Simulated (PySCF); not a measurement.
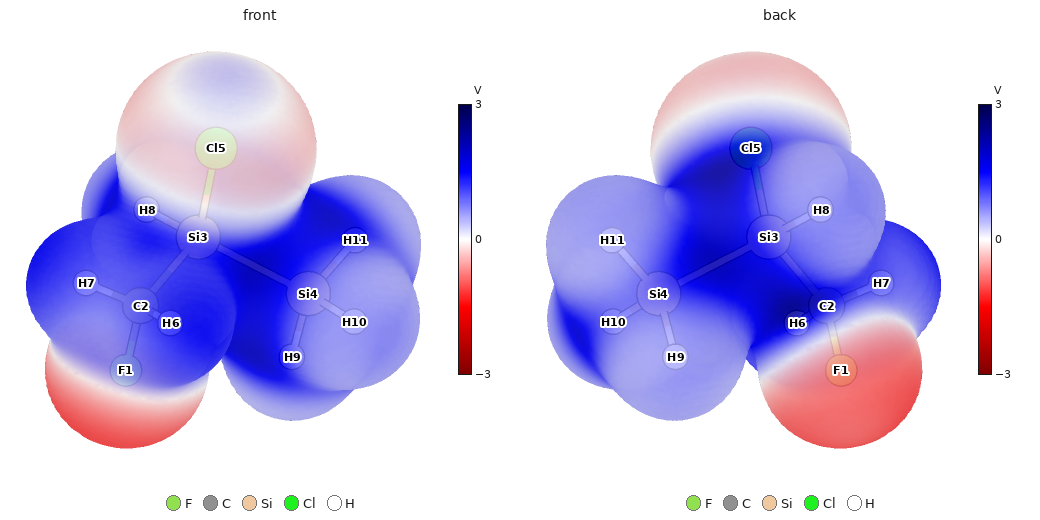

The picture shows: CH$_{6}$ClFSi$_{2}$. The electrostatic potential painted on the density surface at 0.004 e/bohr³, seen from the front and from behind; the colour scale runs from red (negative) to blue (positive).

Geometry: GFN2-xTB.

Computed with PBE0/pcSseg-1, SCF density, gas phase, non-relativistic (PySCF 2.14.0).

| atom | x (Å) | y (Å) | z (Å) |
| --- | --- | --- | --- |
| F | -1.2639 | -1.9030 | -0.2050 |
| C | -1.5669 | -0.6457 | 0.2811 |
| Si | -0.3443 | 0.6531 | -0.4511 |
| Si | 1.8526 | 0.0692 | 0.0229 |
| Cl | -0.9217 | 2.3979 | 0.4275 |
| H | -1.5022 | -0.7167 | 1.3712 |
| H | -2.6107 | -0.4566 | 0.0141 |
| H | -0.7081 | 0.7868 | -1.8669 |
| H | 2.2040 | -1.1902 | -0.6328 |
| H | 2.0848 | -0.0914 | 1.4628 |
| H | 2.7818 | 1.0994 | -0.4497 |

### Which sites attract a positive test charge, and which a negative one?

A positive charge is drawn to the negative regions and a negative charge to the positive ones. The most negative region (about −1.0 V, or −23 kcal/mol for a unit charge) lies over F1, the most positive (about +2.2 V, or +51 kcal/mol for a unit charge) over Si3. Cl5 shows a σ-hole: about +0.3 V, or +7 kcal/mol for a unit charge at the tip opposite its bond, against about −0.2 V on its flanks.
